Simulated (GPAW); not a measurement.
# One shape, several levels: InH2O (SMILES [OH][InH])

Wanted: a comparison of 3 runs (UPBE/real-space grid, U-revPBE-D3(0)/dzp, UPBE/dzp) of InH2O. The job is set up through an ASE script.

Program for the calculation: GPAW 26.7.0.

2 further runs of the same task are left out: 1 for a known fault of the program, 1 that didn't finish. Runs told in other sessions of the task aren't counted.

## (1) The structure to begin with

InH2O: 4 atoms, total charge 0, spin state doublet. As SMILES, `[OH][InH]`. Geometry: relaxed at PBE0-D4/def2-TZVP.

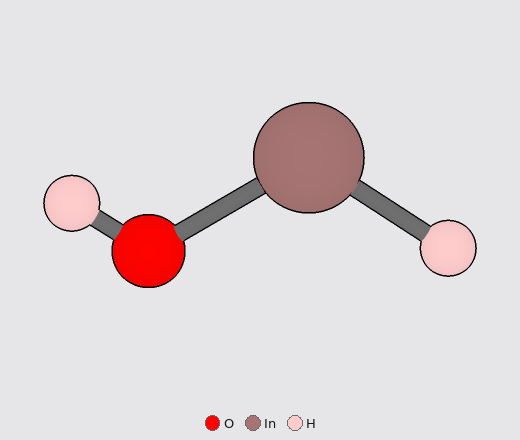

Viewed from a chosen angle; oxygen red, indium brown, hydrogen pink.

## (2) The charge distribution at UPBE/real-space grid (scalar-relativistic datasets) (run 1)

mol.sdf reads:

```

     RDKit          3D

  4  3  0  0  0  0  0  0  0  0999 V2000
   -0.2984   -1.0206    0.2950 O   0  0  0  0  0  0  0  0  0  0  0  0
    0.5639    0.7466   -0.0885 In  0  0  0  0  0  2  0  0  0  0  0  0
    0.2368   -1.6294    0.8091 H   0  0  0  0  0  0  0  0  0  0  0  0
   -0.4467    1.8430   -1.0360 H   0  0  0  0  0  0  0  0  0  0  0  0
  2  1  1  0
  3  1  1  0
  4  2  1  0
M  RAD  1   2   2
M  END
$$$$
```

sp.py reads:

```python
import numpy as np
from ase.io import read
from ase.units import Debye
from gpaw import GPAW

# Set up the molecule
atoms = read('mol.sdf')
atoms.center(vacuum=4.5)
atoms.set_initial_magnetic_moments([0.5, 0.5, 0.0, 0.0])

# Ground state
calculator = GPAW(mode='fd',
                  occupations={'name': 'fermi-dirac', 'width': 0.0, 'fixmagmom': True},
                  symmetry='off',
                  maxiter=150,
                  xc='PBE',
                  h=0.18,
                  txt='-')
atoms.calc = calculator

energy = atoms.get_potential_energy()
print(f'Energy                  {energy:.5f} eV')
forces = atoms.get_forces()
print('Forces (eV/Ang)')
for symbol, f in zip(atoms.symbols, forces):
    print(f'{symbol:2} {f[0]:9.4f} {f[1]:9.4f} {f[2]:9.4f}')
dipole = atoms.get_dipole_moment() / Debye
print(f'Dipole                  {np.linalg.norm(dipole):.3f} D')
print('Moments:', atoms.get_magnetic_moments().round(3))
```

Run with:

```sh
python sp.py
```

Log:

```text
[...]
Number of symmetries: 1
[...]
  Number of IBZ points: 1
[...]
Spin-components: 2 (collinear spins)
Bands:           15
[...]
  Valence electrons: 21.0
[...]
  Grid points: [56 68 60]
  Charge: 0.0  # |e|
[...]
    cutoffs:
[...]
occupation numbers:
  Fixed magnetic moment: 1.000
[...]
xc functional:
  name: PBE with 2 nearest neighbor stencil
[...]
|iter     |     time |      energy | eigst |  dens |  magmom |
[...]
|iter:   1| 00:00:04 |  -17.563832 | +0.73 |       |  +0.9734|
[...]
|iter:  16| 00:00:34 |  -15.068730c| -7.63c| -5.97c|  +1.0000|
Converged in 16 steps
[...]
Energy contributions relative to reference atoms: (reference = -162041.252286)
Energy contributions:
  Kinetic:          29.385406
  Coulomb:         -30.051534
  Zero:              0.621035
  External:          0.000000
  Xc:              -15.023637
  Entropy:           0.000000
  Spinorbit:         0.000000
  ----------------------------
  Free energy:     -15.068730
  Extrapolated:    -15.068730
dipole moment: (0.361362, 0.131510, 0.103935)  # |e|*Ang
Total magnetic moment: (0.000000, 0.000000, 1.000000)
Local magnetic moments
|        x |        y |         z |
|----------|----------|-----------|
| 0.000000 | 0.000000 |  0.080354 |  # O    0
| 0.000000 | 0.000000 |  0.168344 |  # In   1
| 0.000000 | 0.000000 | -0.000719 |  # H    2
| 0.000000 | 0.000000 |  0.073796 |  # H    3
Fermi levels: -3.081, -4.352
Eigenvalues  # (at kpt = [0.000, 0.000, 0.000])
| band index |      eig [eV] | occ [0-1] |      eig [eV] | occ [0-1] |
[...]
Gap: 1.516 eV
Transition (v -> c):
[...]
Forces (eV/Ang)
O    -0.5385   -0.0359   -0.2145
In    0.2930    0.2767    0.0322
H     0.3349   -0.3788    0.3278
H    -0.1119    0.0946   -0.0938
Dipole                  1.913 D
Moments: [ 0.08   0.168 -0.001  0.074]
```

It took 34 s on 1 thread of Intel Xeon 6975P-C (Granite Rapids), shared host; peak memory 0.8 GiB.

## (3) The charge distribution at U-revPBE-D3(0)/dzp (scalar-relativistic datasets) (run 2)

molecule.sdf reads:

```

     RDKit          3D

  4  3  0  0  0  0  0  0  0  0999 V2000
   -0.2984   -1.0206    0.2950 O   0  0  0  0  0  0  0  0  0  0  0  0
    0.5639    0.7466   -0.0885 In  0  0  0  0  0  2  0  0  0  0  0  0
    0.2368   -1.6294    0.8091 H   0  0  0  0  0  0  0  0  0  0  0  0
   -0.4467    1.8430   -1.0360 H   0  0  0  0  0  0  0  0  0  0  0  0
  2  1  1  0
  3  1  1  0
  4  2  1  0
M  RAD  1   2   2
M  END
$$$$
```

molecule.py reads:

```python
from ase.calculators.mixing import SumCalculator
from ase.io import read
from dftd3.ase import DFTD3
from gpaw import GPAW
from gpaw.analyse.hirshfeld import HirshfeldPartitioning

# Structure
mol = read('molecule.sdf')
mol.center(vacuum=5.0)
mol.set_initial_magnetic_moments([1.0, 0.0, 0.0, 0.0])

# Ground state
calc = GPAW(mode='lcao',
            h=0.16,
            legacy_gpaw=True,
            basis='dzp',
            symmetry='off',
            maxiter=100,
            xc='revPBE',
            occupations={'name': 'fermi-dirac', 'width': 0.0, 'fixmagmom': True},
            txt='molecule.txt')
mol.calc = SumCalculator([DFTD3(method='revPBE', damping='d3zero'), calc])

energy = mol.get_potential_energy()
print(f'Energy                  {energy:.5f} eV')
forces = mol.get_forces()
print('Forces (eV/Ang)')
for symbol, f in zip(mol.symbols, forces):
    print(f'{symbol:2} {f[0]:9.4f} {f[1]:9.4f} {f[2]:9.4f}')
print('Moments:', calc.get_magnetic_moments(mol).round(3))
hirshfeld = HirshfeldPartitioning(calc)
charges = hirshfeld.get_charges()
volumes = hirshfeld.get_effective_volume_ratios()
for symbol, q, v in zip(mol.symbols, charges, volumes):
    print(f'{symbol:2} charge {q:7.3f}  volume ratio {v:6.3f}')
```

Run with:

```sh
python3 molecule.py
```

Log:

```text
Energy                  -13.10841 eV
Forces (eV/Ang)
O    -1.2432    0.1270   -0.5966
In    0.5991    0.5991    0.0114
H     0.7847   -0.8584    0.7443
H    -0.1891    0.1306   -0.1474
Moments: [ 0.093  0.183 -0.001  0.069]
O  charge  -0.326  volume ratio  1.043
In charge   0.346  volume ratio  0.857
H  charge   0.111  volume ratio  0.714
H  charge  -0.129  volume ratio  0.909
```

molecule.txt:

```text
___ ___ ___ _ _ _
 |   |   |_  | | | |
 | | | | | . | | | |
 |__ |  _|___|_____|  26.7.0
 |___|_|

units:  Angstrom and eV
cores:  1
OpenMP: False

Versions:
  Python: 3.12.14
  ASE:    3.29.0
  Numpy:  2.5.5
  Scipy:  1.18.1
  Libxc:  7.0.0

        _gpaw.cpython-312-x86_64-linux-gnu.so

Input parameters:
  basis: dzp
  h: 0.16
  maxiter: 100
  mode: lcao
  occupations: {fixmagmom: True,
                name: fermi-dirac,
                width: 0.0}
  symmetry: off
  xc: revPBE

[... 109 lines left out ...]
Reference energy: -162049.469944  # eV
[... 5 lines left out ...]
 Maximum [total energy] change in last 3 cyles: 0.0005 eV / valence electron
[... 14 lines left out ...]
       k-points in crystal coordinates                weights
[... 119 lines left out ...]
Converged after 11 iterations.
[... 20 lines left out ...]
Free energy:    -13.094907
[... 105 lines left out ...]
Memory usage: 1.13 GiB
```

Run time: 26 s. Hardware: 1 thread of Intel Xeon 6975P-C (Granite Rapids), shared host; peak memory 1.1 GiB.

Atomic charges (e):

```tsv
atom	Hirshfeld
O1	-0.326
In2	+0.346
H3	+0.111
H4	-0.129
```

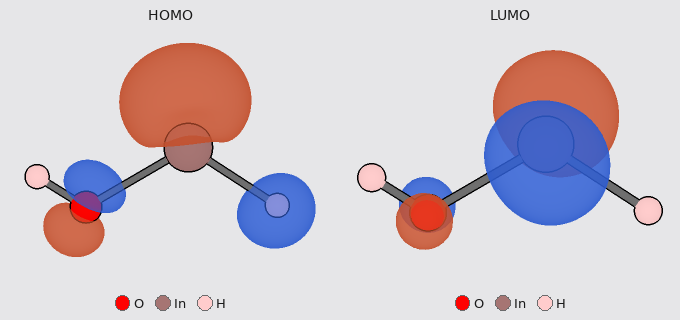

Frontier orbitals of this run (spin up), surfaces at ±0.2 Å^-3/2.

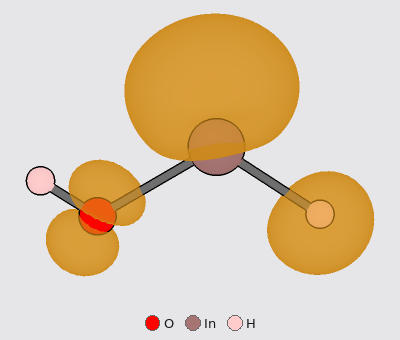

Spin density, surfaces at ±0.03 e/Å³.

## (4) Energy and one-electron properties at UPBE/dzp (scalar-relativistic datasets) (run 3)

run.py reads:

```python
import numpy as np
from ase import Atoms
from ase.units import Debye
from gpaw import GPAW

molecule = Atoms(['O', 'In', 'H', 'H'],
    positions=[[ -0.298400,  -1.020600,   0.295000],
               [  0.563900,   0.746600,  -0.088500],
               [  0.236800,  -1.629400,   0.809100],
               [ -0.446700,   1.843000,  -1.036000]])
molecule.center(vacuum=4.5)
molecule.set_initial_magnetic_moments([0.5, 0.5, 0.0, 0.0])

calc = GPAW(mode='lcao',
            symmetry='off',
            basis='dzp',
            occupations={'name': 'fermi-dirac', 'width': 0.0, 'fixmagmom': True},
            xc='PBE',
            h=0.18,
            maxiter=150,
            txt='-')
molecule.calc = calc

energy = molecule.get_potential_energy()
print(f'Energy                  {energy:.5f} eV')
forces = molecule.get_forces()
print('Forces (eV/Ang)')
for symbol, f in zip(molecule.symbols, forces):
    print(f'{symbol:2} {f[0]:9.4f} {f[1]:9.4f} {f[2]:9.4f}')
dipole = molecule.get_dipole_moment() / Debye
print(f'Dipole = {np.linalg.norm(dipole):.3f} D')
print('Moments:', molecule.get_magnetic_moments().round(3))
```

Run with:

```sh
python3 -u run.py | tee run.out
```

Log:

```text
[...]
Number of symmetries: 1
[...]
  Number of IBZ points: 1
[...]
basis functions: 46
Spin-components: 2 (collinear spins)
Bands:           15
[...]
  Valence electrons: 21.0
[...]
  Grid points: [56 68 60]
  Charge: 0.0  # |e|
[...]
    cutoffs:
[...]
occupation numbers:
  Fixed magnetic moment: 1.000
[...]
xc functional:
  name: PBE with 2 nearest neighbor stencil
[...]
|iter     |     time |      energy | eigst |  dens |  magmom |
[...]
|iter:   1| 00:00:04 |  -15.011868 |      c|       |  +1.0043|
[...]
|iter:  10| 00:00:13 |  -13.406044c|      c| -4.20c|  +1.0000|
Converged in 10 steps
[...]
Energy contributions relative to reference atoms: (reference = -162041.252286)
Energy contributions:
  Kinetic:          21.766640
  Coulomb:         -20.446519
  Zero:              0.241248
  External:          0.000000
  Xc:              -14.967413
  Entropy:           0.000000
  Spinorbit:         0.000000
  ----------------------------
  Free energy:     -13.406044
  Extrapolated:    -13.406044
dipole moment: (0.333127, 0.066728, 0.122696)  # |e|*Ang
Total magnetic moment: (0.000000, 0.000000, 0.999999)
Local magnetic moments
|        x |        y |         z |
|----------|----------|-----------|
| 0.000000 | 0.000000 |  0.093499 |  # O    0
| 0.000000 | 0.000000 |  0.182173 |  # In   1
| 0.000000 | 0.000000 | -0.000862 |  # H    2
| 0.000000 | 0.000000 |  0.070847 |  # H    3
Fermi levels: -2.787, -4.037
Eigenvalues  # (at kpt = [0.000, 0.000, 0.000])
| band index |      eig [eV] | occ [0-1] |      eig [eV] | occ [0-1] |
[...]
Gap: 1.491 eV
Transition (v -> c):
[...]
Forces (eV/Ang)
O    -1.1153    0.2620   -0.6291
In    0.4775    0.4252    0.0391
H     0.7872   -0.8264    0.7361
H    -0.1625    0.0943   -0.1162
Dipole = 1.735 D
Moments: [ 0.093  0.182 -0.001  0.071]
```

Wall time 13 s (1 thread of Intel Xeon 6975P-C (Granite Rapids), shared host); peak memory 0.84 GiB.

## (5) The series

```tsv
run	level	mode	grid spacing	energy (Eh)	dipole moment (D)	HOMO energy (eV)	LUMO energy (eV)	wall time
1	UPBE/real-space grid (scalar-relativistic datasets)	fd	0.18	-5955.459952	1.91	-4.87	-3.84	34 s
2	U-revPBE-D3(0)/dzp (scalar-relativistic datasets)	lcao	0.16	-5955.689904	1.75	-4.51	-3.42	26 s
3	UPBE/dzp (scalar-relativistic datasets)	lcao	0.18	-5955.398849	1.74	-4.54	-3.53	13 s
```

## (6) Results

| quantity | value |
| --- | --- |
| run 3: energy as printed (from the program's reference atoms) | -13.4060 eV |
| run 3: dipole moment | 1.74 D |
| run 3: HOMO energy (highest over α and β) | -4.54 eV |
| run 3: LUMO energy (lowest over α and β) | -3.53 eV |
| run 3: largest force on an atom | 1.358 eV/Å |

In words: The dipole moment (its size) runs from 1.74 D (UPBE/dzp) to 1.91 D (UPBE/real-space grid). Totals of different functionals can't be ranked against each other. All runs together took 73 s, the longest 34 s.
